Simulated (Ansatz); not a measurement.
# One shape, several levels: triplet BPH4

Wanted: a comparison of 6 runs (UHF/STO-3G, U-wB97X/STO-3G, UPBE/STO-3G, RPA@PBE/STO-3G, UMP2/STO-3G, UCCSDTQ/STO-3G) of triplet BPH4. 

The calculation is run with Ansatz 0.2.0.

53 further runs of the same task are left out: 53 set aside as unsound or not needed.

## (1) The molecule

BPH4 has 6 atoms, charge 0, and is taken as a triplet. SMILES of the parent species: `BP`. The shape is that of a GFN2-xTB optimisation. That shape belongs to the parent species and isn't relaxed for this state.

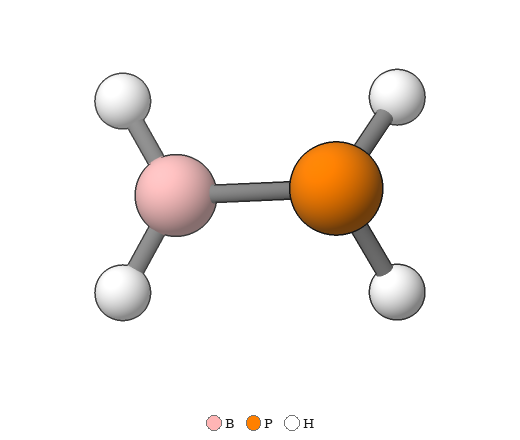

The structure, seen from a chosen angle (boron pink, phosphorus orange, hydrogen white).

## (2) A single-point energy at UHF/STO-3G (run 1)

input.yaml reads:

```yaml
crystal:
  periodic: [false, false, false]
  atoms:
    - {symbol: B, position_ang: [0.002660, -0.867960, 0.118880]}
    - {symbol: P, position_ang: [0.378740, 0.928770, 0.259630]}
    - {symbol: H, position_ang: [-0.777460, -1.351190, 0.842930]}
    - {symbol: H, position_ang: [0.659230, -1.540870, -0.575930]}
    - {symbol: H, position_ang: [0.599110, 1.319050, -1.043720]}
    - {symbol: H, position_ang: [-0.862270, 1.512200, 0.398210]}
basis:
  gaussian: {orbitals: STO-3G}
magnetization: {spin_polarized: true, initial_magnetization: 2}
hamiltonian: {xc: hf}
accuracy: high
```

Launch:

```bash
ansatz run input.yaml --threads 1 --pin off --max-ram 2610MiB --events-out events.jsonl --progress --plain --runs-dir runs
```

The program printed:

```text
Warning: RAYON_NUM_THREADS=1 ignored (pool sized by the plan → 1); use --threads N
Functional definition: HF
  name "HF"
  exchange = exact_x
  correlation = 0
314 factors; integrals over basis functions are off by at most 5.1e-9 eV
mean field evaluation 1: about -9888.1256 eV, gradient 1.1e1 eV
mean field evaluation 2: about -9888.1633 eV, gradient 1.1e1 eV
mean field evaluation 4: about -9889.3900 eV, gradient 1.1e0 eV
mean field evaluation 8: about -9889.4190 eV, gradient 1.2e-2 eV
mean field -9889.41896777 eV, -363.4294437765 hartree, gradient 1.0e-8 eV, S^2 2.013668; 0 other end points of the search recorded, 0 dependent functions left out
reference -9889.41896777 eV, -363.4294437765 hartree; 13, 11 occupied and 5, 7 virtual orbitals, 314 factors
Total energy: -9889.41896777 eV, -363.4294437765 hartree
```

It took 0.1 s on 1 thread of AMD EPYC 7R13 (Zen 3), shared host.

## (3) The energy at U-wB97X/STO-3G (run 2)

in.yaml reads:

```yaml
crystal:
  periodic: [false, false, false]
  atoms:
    - {symbol: B, position_ang: [0.002660, -0.867960, 0.118880]}
    - {symbol: P, position_ang: [0.378740, 0.928770, 0.259630]}
    - {symbol: H, position_ang: [-0.777460, -1.351190, 0.842930]}
    - {symbol: H, position_ang: [0.659230, -1.540870, -0.575930]}
    - {symbol: H, position_ang: [0.599110, 1.319050, -1.043720]}
    - {symbol: H, position_ang: [-0.862270, 1.512200, 0.398210]}
basis:
  gaussian:
    orbitals: STO-3G
magnetization:
  spin_polarized: true
  initial_magnetization: 2
hamiltonian:
  xc: {name: wB97X}
accuracy: high
```

Launch:

```bash
ansatz run in.yaml --threads 1 --pin off --max-ram 2610MiB --events-out events.jsonl --progress --plain --runs-dir runs
```

The program printed, cut to the lines that bear on the results:

```text
Warning: RAYON_NUM_THREADS=1 ignored (pool sized by the plan → 1); use --threads N
Functional definition: wB97X
  name "wB97X"
[...]
      + exact_x_lr(omega)
[...]
      + integral(e_c_pw_opposite_spin*poly(b97_u_opposite, 1, cos1, cos2, cos3, cos4))
314 factors; integrals over basis functions are off by at most 5.1e-9 eV
143 factors; integrals over basis functions are off by at most 9.4e-10 eV
[...]
mean field -9910.74071114 eV, -364.2130033930 hartree, gradient 5.4e-8 eV, S^2 2.004641; 0 other end points of the search recorded, 0 dependent functions left out
reference -9910.74070954 eV, -364.2130033342 hartree; 13, 11 occupied and 5, 7 virtual orbitals, 314 factors
Total energy: -9910.74070954 eV, -364.2130033342 hartree
```

It took 6.3 s on 1 thread of AMD EPYC 7R13 (Zen 3), shared host; peak memory 0.42 GiB.

Run 3 isn't shown in full; the table further down has it.

## (4) The energy at RPA@PBE/STO-3G (run 4)

run.yaml reads:

```yaml
crystal:
  periodic: [false, false, false]
  atoms:
    - symbol: B
      position_ang: [0.002660, -0.867960, 0.118880]
    - symbol: P
      position_ang: [0.378740, 0.928770, 0.259630]
    - symbol: H
      position_ang: [-0.777460, -1.351190, 0.842930]
    - symbol: H
      position_ang: [0.659230, -1.540870, -0.575930]
    - symbol: H
      position_ang: [0.599110, 1.319050, -1.043720]
    - symbol: H
      position_ang: [-0.862270, 1.512200, 0.398210]
basis:
  gaussian:
    orbitals: STO-3G
magnetization:
  spin_polarized: true
  initial_magnetization: 2
correlation:
  method: rpa
  frozen_orbitals: {B: 1, H: 0, P: 5}
accuracy: high
hamiltonian:
  xc: {name: PBE}
```

Launch:

```bash
ansatz run run.yaml --threads 1 --pin off --max-ram 2610MiB --events-out events.jsonl --progress --plain --runs-dir runs
```

The program printed, cut to the lines that bear on the results:

```text
Warning: RAYON_NUM_THREADS=1 ignored (pool sized by the plan → 1); use --threads N
Functional definition: PBE
  name "PBE"
[...]
314 factors; integrals over basis functions are off by at most 5.1e-9 eV
[...]
mean field -9905.00860702 eV, -364.0023524521 hartree, gradient 3.0e-8 eV, S^2 2.003109; 3 other end points of the search recorded, 0 dependent functions left out
6 core orbitals not correlated: weight in the atoms' cores, before any rotation towards them, 0.999 or more for the frozen orbitals, at most 0.000 for the correlated occupied ones
reference -9888.80368045 eV, -363.4068323847 hartree; 7, 5 occupied and 5, 7 virtual orbitals, 314 factors
Total energy: -9893.22892373 eV, -363.5694570756 hartree
```

Run time: 1.7 s. Hardware: 1 thread of AMD EPYC 7R13 (Zen 3), shared host; peak memory 0.15 GiB.

Run 5 isn't shown in full; the table further down has it.

## (5) A single-point energy at UCCSDTQ/STO-3G (run 6)

Changes to run.yaml since step 4:

```diff
@@ -16,12 +16,6 @@
 basis:
-  gaussian:
-    orbitals: STO-3G
-magnetization:
-  spin_polarized: true
-  initial_magnetization: 2
-correlation:
-  method: rpa
-  frozen_orbitals: {B: 1, H: 0, P: 5}
+  gaussian: {orbitals: STO-3G}
+magnetization: {spin_polarized: true, initial_magnetization: 2}
+correlation: {method: ccsdtq, frozen_orbitals: {B: 1, H: 0, P: 5}}
 accuracy: high
-hamiltonian:
-  xc: {name: PBE}
+scf: {omitted_lower_state_checks: [cluster_reference, increment]}
```

Launch:

```bash
ansatz run run.yaml --threads 1 --pin off --max-ram 2610MiB --events-out events.jsonl --progress --plain --runs-dir runs
```

The program printed, cut to the lines that bear on the results:

```text
Warning: RAYON_NUM_THREADS=1 ignored (pool sized by the plan → 1); use --threads N
[... 2 set-up lines as earlier in the session ...]
[...]
314 factors; integrals over basis functions are off by at most 5.1e-9 eV
[...]
mean field -9889.41896777 eV, -363.4294437765 hartree, gradient 1.0e-8 eV, S^2 2.013668; 0 other end points of the search recorded, 0 dependent functions left out
6 core orbitals not correlated: weight in the atoms' cores, before any rotation towards them, 1.000 or more for the frozen orbitals, at most 0.000 for the correlated occupied ones
reference -9889.41896777 eV, -363.4294437765 hartree; 7, 5 occupied and 5, 7 virtual orbitals, 314 factors
second order -1.60099031 eV of doubles, -0.00000000 eV of singles
cycle   1  -2.09939282 eV  change   -5.0e-1 eV  update   5.9e-2
[...]
cycle  28  -2.43284162 eV  change   6.5e-10 eV  update   1.4e-9
Total energy: -9891.85180939 eV, -363.5188490570 hartree
Checks for a lower state left out: cluster_reference, increment
```

Run time: 24 s. Hardware: 1 thread of AMD EPYC 7R13 (Zen 3), shared host; peak memory 0.24 GiB.

## (6) Overview of the runs

| run | level | frozen core orbitals | energy (Eh) | ⟨S²⟩ | wall time |
| --- | --- | --- | --- | --- | --- |
| 1 | UHF/STO-3G | – | -363.429444 | 2.014 | 0.1 s |
| 2 | U-wB97X/STO-3G | – | -364.213003 | 2.005 | 6.3 s |
| 3 | UPBE/STO-3G | – | -364.002353 | 2.003 | 1.4 s |
| 4 | RPA@PBE/STO-3G | 6 | -363.569457 | 2.003 | 1.7 s |
| 5 | UMP2/STO-3G | 6 | -363.488279 | 2.014 | 0.1 s |
| 6 | UCCSDTQ/STO-3G | 6 | -363.518849 | 2.014 | 24 s |

## (7) Outcome

| quantity | value |
| --- | --- |
| run 6: total energy | -363.51885 Eh |
| run 6: correlation energy (6 core orbitals frozen) | -89.4 mEh |
| run 6: ⟨S²⟩ of the reference determinant | 2.014 |
| run 6: T1 diagnostic | 0.009 |

**Reading.** Below the UHF energy at the same shape and in the same basis (STO-3G): UMP2 -58.8 mEh; UCCSDTQ -89.4 mEh. Totals of different functionals can't be ranked against each other. In runs 1, 2, 3, 4, 5, 6 the basis is minimal, so the values are rough. All runs together took 33 s, the longest 24 s.
